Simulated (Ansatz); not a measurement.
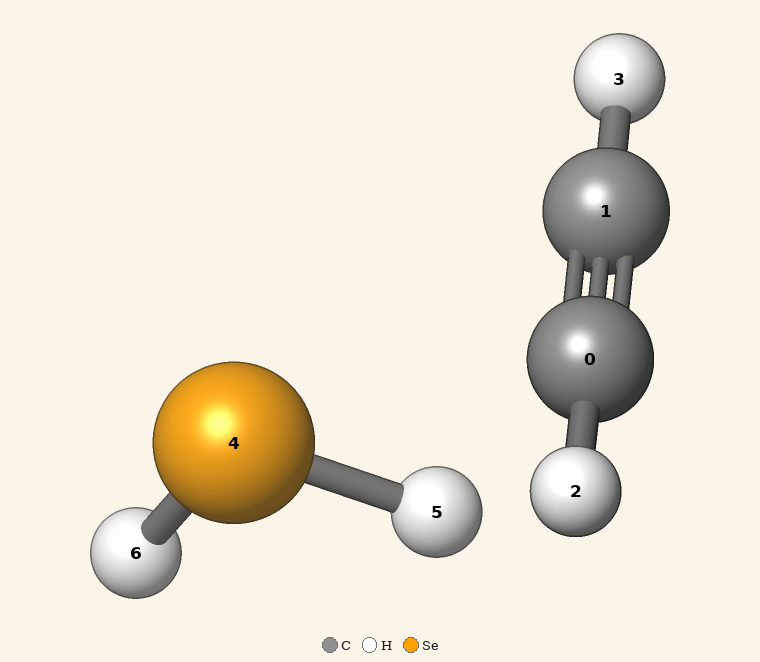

The picture shows the input geometry. Atoms are numbered from 0, in the order of the input.

The calculation was set up as follows.

```yaml
crystal:
  periodic: [false, false, false]
  atoms:
    - {symbol: C, position_ang: [-0.412477, -0.755458, -1.522439]}
    - {symbol: C, position_ang: [0.304097, 0.185395, -1.710762]}
    - {symbol: H, position_ang: [-1.046240, -1.594301, -1.352196]}
    - {symbol: H, position_ang: [0.944759, 1.020169, -1.875083]}
    - {symbol: Se, position_ang: [0.512903, -0.086774, 1.493415]}
    - {symbol: H, position_ang: [-0.640230, 0.691148, 1.033410]}
    - {symbol: H, position_ang: [0.302873, 0.353132, 2.879888]}
basis:
  gaussian: {orbitals: "def2-TZVPPD.json"}
correlation: {method: ccsd_t}
```

It was started with:

```sh
ansatz run in.yaml --threads 4 --pin off --events-out ev --progress --plain --max-ram 9574MiB
```

Output:

```
Functional definition: HF
  name "HF"
  cite "Fock, Z. Phys. 61, 126 (1930) doi:10.1007/BF01340294"
  parent pbe
  exchange = exact_x
  correlation = 0
1159 factors; integrals over basis functions are off by at most 1.2e-3 eV
mean field evaluation 1: about -67423.6686 eV, gradient 2.6e1 eV
mean field evaluation 2: about -67423.8120 eV, gradient 2.6e1 eV
mean field evaluation 4: about -67425.7850 eV, gradient 2.4e0 eV
mean field evaluation 8: about -67425.8100 eV, gradient 1.3e-4 eV
mean field evaluation 16: about -67425.6495 eV, gradient 2.4e0 eV
mean field -67425.81001991 eV, -2477.8528153760 hartree, gradient 1.6e-6 eV, S^2 0.000000; 0 other end points of the search recorded, 0 dependent functions left out
11 core orbitals not correlated: weight in the atoms' cores, before any rotation towards them, 1.000 or more for the frozen orbitals, at most 0.000 for the correlated occupied ones
reference -67425.81001991 eV, -2477.8528153760 hartree; 14, 14 occupied and 174, 174 virtual orbitals, 1159 factors
second order -16.44508401 eV of doubles, -0.00000000 eV of singles
cycle   1  -16.54126680 eV  change   -9.6e-2 eV  update   9.0e-2
cycle   2  -17.02755520 eV  change   -4.9e-1 eV  update   2.8e-2
cycle   3  -17.09969792 eV  change   -7.2e-2 eV  update   1.2e-2
cycle   4  -17.10116099 eV  change   -1.5e-3 eV  update   3.6e-3
cycle   5  -17.10359025 eV  change   -2.4e-3 eV  update   1.1e-3
cycle   6  -17.10383412 eV  change   -2.4e-4 eV  update   3.2e-4
cycle   7  -17.10390007 eV  change   -6.6e-5 eV  update   9.4e-5
cycle   8  -17.10397437 eV  change   -7.4e-5 eV  update   2.9e-5
cycle   9  -17.10398456 eV  change   -1.0e-5 eV  update   8.6e-6
perturbative correction -0.73335190 eV, -0.0269501854 hartree
Total energy: -67443.64735637 eV, -2478.5083254005 hartree
```
